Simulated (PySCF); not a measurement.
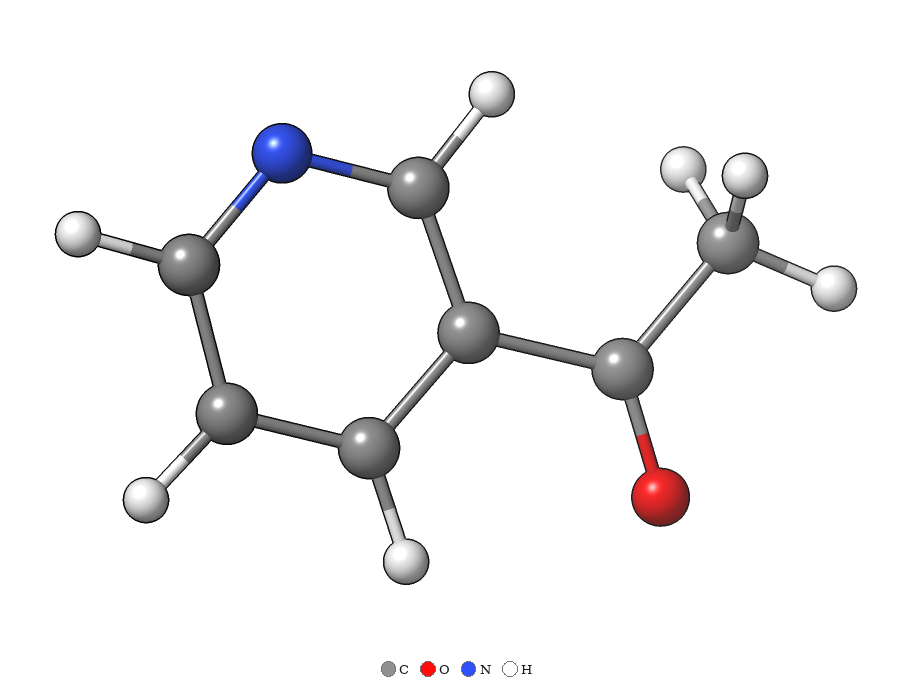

A ball-and-stick model of a molecule. Every bond is drawn as one stick, whatever its order.

The geometry was computed by an optimisation with PBE0-D3(BJ)/def2-TZVP. No frequency run is at hand to confirm it as a minimum.

**Which formula does it have?**

C7H7NO, 16 atoms: 7 carbon, 7 hydrogen, 1 nitrogen and 1 oxygen.

**Write the SMILES.**

CC(=O)c1cccnc1

More results for the same structure follow; atom numbers are the same in all pictures, views and colours differ.

## Geometry

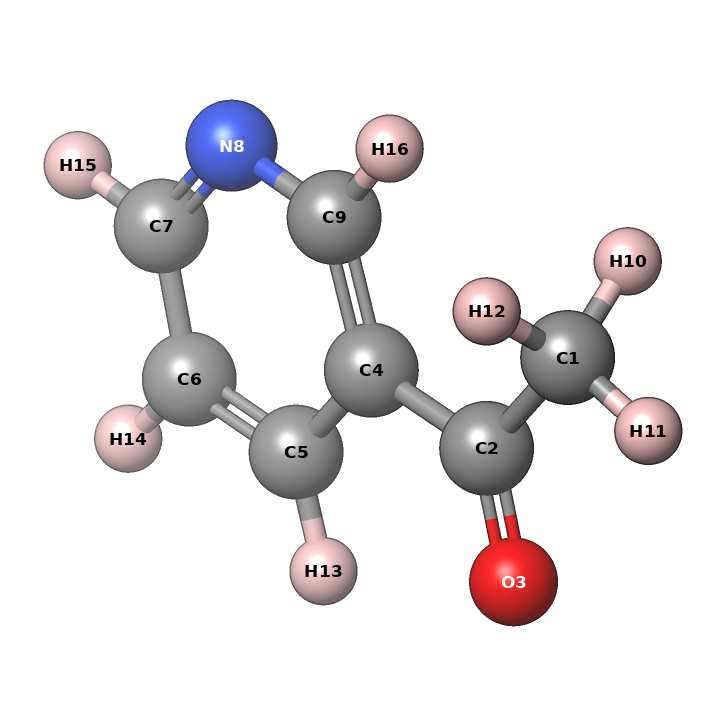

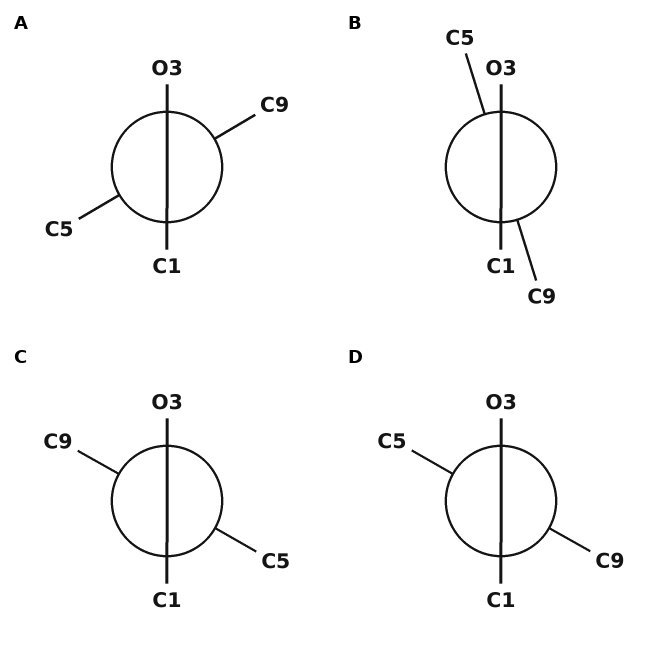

Distant atoms are faded towards the background colour. Bonds that would overlap in a projection are set slightly apart. No frequency run is at hand to confirm it as a minimum.

**Which Newman projection shows the view along C2–C4, with C2 in front?**

B. The torsion angle O3–C2–C4–C5 is −1°, synperiplanar (eclipsed).

## Electronic properties

No frequency run is at hand to confirm it as a minimum. Method: ωB97X-D/pcSseg-2 in chloroform (IEF-PCM) (PySCF 2.14.0).

What does the calculation give?

- dipole moment: 1.16 D
- HOMO energy (Kohn–Sham orbital): −9.45 eV
- LUMO energy (Kohn–Sham orbital): −0.17 eV
- HOMO–LUMO gap: 9.28 eV

## NMR shielding

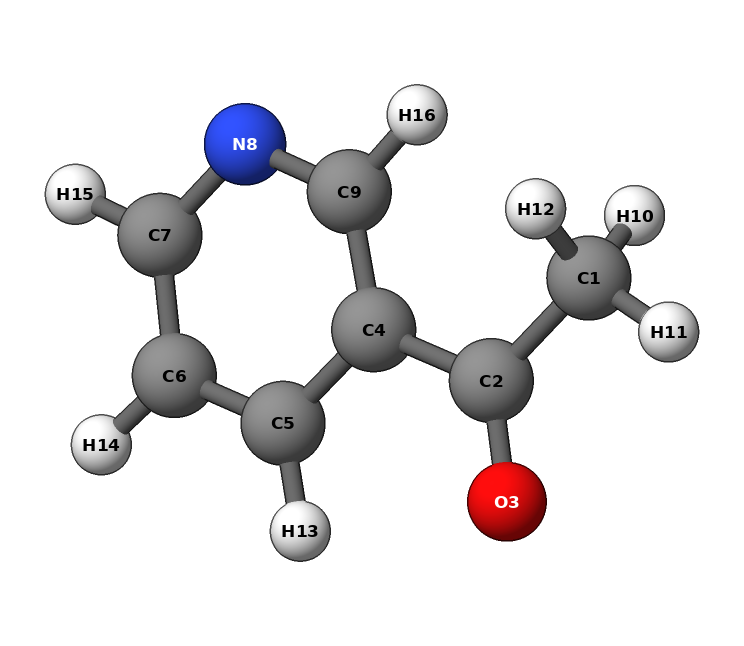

No frequency run is at hand to confirm it as a minimum. Properties computed with GIAO ωB97X-D/pcSseg-2 NMR shielding, non-relativistic, IEF-PCM chloroform (PySCF 2.14.0). Principal shieldings σ11 ≤ σ22 ≤ σ33, span Ω = σ33 − σ11, skew κ = 3(σiso − σ22)/Ω.

Give the shielding tensors of the N atoms.

| atom | σ11 | σ22 | σ33 | σiso | Ω | κ |
| --- | --- | --- | --- | --- | --- | --- |
| N8 | −376.7 | −184.4 | 300.9 | −86.7 | 677.6 | 0.43 |

Shieldings and span in ppm.

## Quadrupole coupling

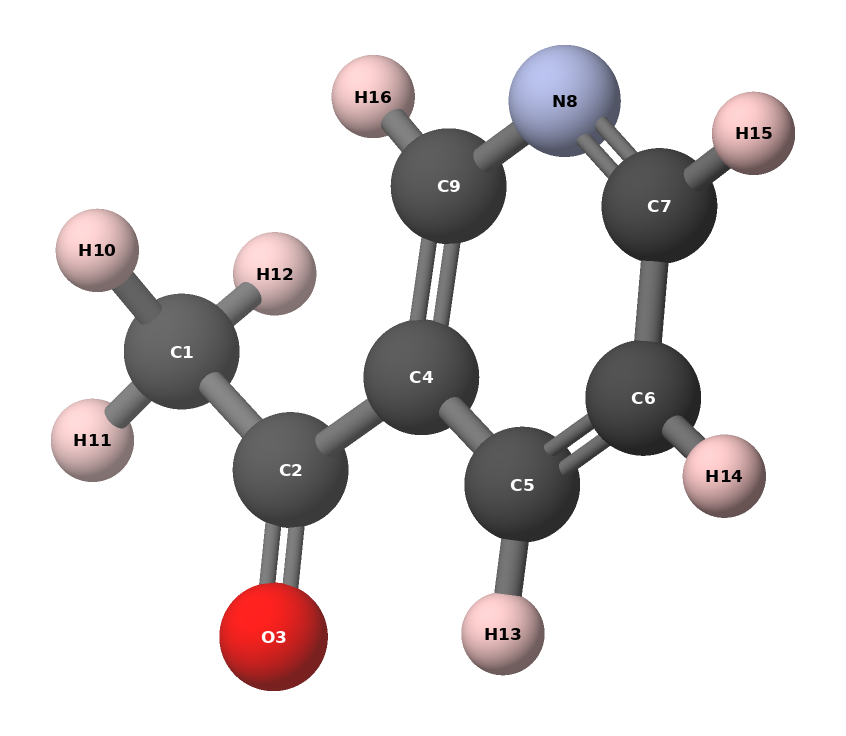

No frequency run is at hand to confirm it as a minimum. Electric field gradients from the ground-state density, PBE0/pcSseg-2 (PySCF 2.14.0), non-relativistic apart from any core potentials.

Give the largest field-gradient component, the quadrupole coupling constant and the asymmetry for 17O at O3 (Q = −25.6 mb), 14N at N8 (Q = 20.44 mb), 2H at H10 (Q = 2.86 mb), 2H at H11 (Q = 2.86 mb), 2H at H13 (Q = 2.86 mb), 2H at H14 (Q = 2.86 mb).

```csv
atom,V_zz (a.u.),e²qQ/h (MHz),η
O3,−1.965,11.82,0.47
N8,−1.110,−5.33,0.42
H10,0.284,0.191,0.02
H11,0.287,0.193,0.02
H13,0.287,0.193,0.02
H14,0.295,0.198,0.06
```
